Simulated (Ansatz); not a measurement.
# Correcting a cheap level on molecular compounds of Au

The vertical ionisation energy (cation less neutral) in eV of 7 molecular compounds of Au: x at B2PLYP/def2-TZVPP, y at CCSD(T)/def2-TZVPP. Shapes, held fixed at every level: PBE0-D4/def2-TZVP. Flexible molecules stand in one conformer, not always the lowest. Programs: Ansatz 0.2.0.

| molecule | x (eV) | y (eV) |
| --- | --- | --- |
| Au(NH3)(SH) | 7.78 | 7.76 |
| C2H7AuS2 (SMILES C[S+](C)[Au-][SH]) | 7.81 | 7.79 |
| AuSi2NH8O (SMILES [OH2+][Au-][N]([SiH3])[SiH3]) | 8.09 | 8.14 |
| AuSH (SMILES [SH][Au]) | 9.00 | ? |
| AuBr (bromogold) | 10.02 | 9.92 |
| AuOH (SMILES [OH][Au]) | 10.04 | 9.84 |
| AuCl (gold monochloride) | 10.46 | 10.36 |

**Question.** Fit y = c + s·x to the known rows and predict y for AuSH.

**Answer.** 
1. Means of the 6 rows: x = 9.0333, y = 8.968.
2. Σ(Δx)² = 7.9795, Σ(Δx·Δy) = 7.5392, so the slope is 7.5392/7.9795 = 0.94482.
3. Intercept: 8.968 − (0.94482) × 9.0333 = 0.433. The largest residual of the fit is 0.079.
4. AuSH: 0.433 + 0.94482 × 9.00 = 8.94 eV.

CCSD(T)/def2-TZVPP gives 8.93 eV, so the prediction is off by +0.01 eV, within the largest residual. Uncorrected, B2PLYP/def2-TZVPP misses AuSH by +0.07 eV, and the other rows by 0.08 on average. The line removes about 85 % of this miss, partly by chance. Left out in turn, the other rows are missed by 0.06 eV on average, hardly better than no correction. Cations run unrestricted. For atoms past krypton def2 sets carry core potentials with scalar relativity. Relativity is left out for Br. Outer-core shells of Au, Br are correlated, in sets that cover them unevenly.

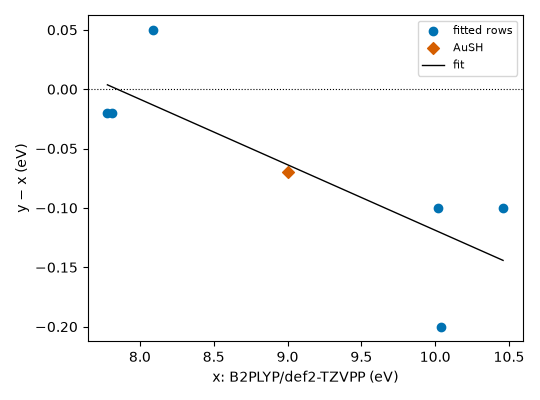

The correction y − x against x, with the fitted line and the withheld molecule.
